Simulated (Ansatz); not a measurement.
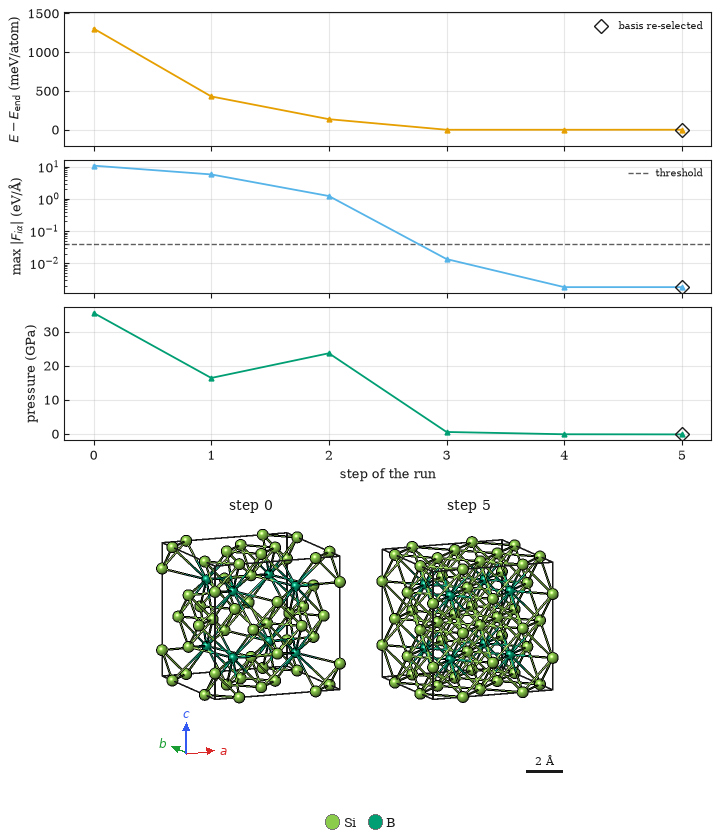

First and last geometry of a relaxation of a crystal of Si$_{3}$B (a generated structure, set up in Fm-3m) (coarse preliminary run), with the history of the run. Style: ball-and-stick. Shown: the conventional cell (4 times the calculation's cell), slightly off an axis. Lengths and directions refer to the drawn axes.

Computed with DFT PBE, scalar-relativistic, plane waves, PAW (Ansatz 0.2.0).

Input file:
```yaml
crystal:
  lattice:
    - [0.0, 3.83577666, 3.83577666]
    - [3.83577666, 0.0, 3.83577666]
    - [3.83577666, 3.83577666, 0.0]
  atoms:
    - { symbol: Si, position: [0.80615384, 0.19384616, 0.19384616] }
    - { symbol: Si, position: [0.19384616, 0.80615384, 0.80615384] }
    - { symbol: Si, position: [0.19384616, 0.80615384, 0.19384616] }
    - { symbol: Si, position: [0.80615384, 0.19384616, 0.80615384] }
    - { symbol: Si, position: [0.19384616, 0.19384616, 0.80615384] }
    - { symbol: Si, position: [0.80615384, 0.80615384, 0.19384616] }
    - { symbol: B, position: [0.25, 0.25, 0.25] }
    - { symbol: B, position: [0.75, 0.75, 0.75] }
basis:
  ecutwfc: 420
kpoints:
  mp_grid: { grid: [4, 4, 4] }
hamiltonian:
  xc: pbe
scf:
  occupations: { method: gaussian, width: 0.1 }
  lower_state_search: "off"
output:
  forces: true
  stress: true
  eigenvalues: true
relax:
  adjacent_minimum: "off"
  f_tol: 0.04
  max_steps: 70
  cell: { stress_tol: 0.4 }
```

Command:
```bash
ansatz run input.yaml --threads 1 --pin off --max-ram 2560MiB --backend cpu --events-out ev --progress --plain --runs-dir out
```

### What do the curves and the structures tell?

It converged. The largest moves relative to the cell, 0.41 Å, are those of Si1, Si2, Si3, Si4, Si5 and Si6. Si5 goes along +c. B stays in place. Cell: a = b = c 7.672 → 7.351 Å (−4.2 %). Volume −12.0 %. Some distances before and after: Si1–Si3 3.322 → 2.599 Å, Si1–Si2 2.974 → 3.675 Å, Si1–Si3 (another image) 2.103 → 2.599 Å, Si1–B7 2.746 → 2.599 Å. The space group (tolerance 0.01 Å) goes from Fm-3m (No. 225) to Pm-3m (No. 221). Over 4 accepted moves (5 points after the start) the energy falls by 1306 meV per atom. The largest force component goes from 11 to 0.0018 eV/Å. Pressure: 35.48 GPa at the start and −0.14 GPa at the end. The SCF was repeated once at an unchanged geometry on a basis and grid sized afresh for the cell, which shifted the energy by 0.3 meV per atom at most.
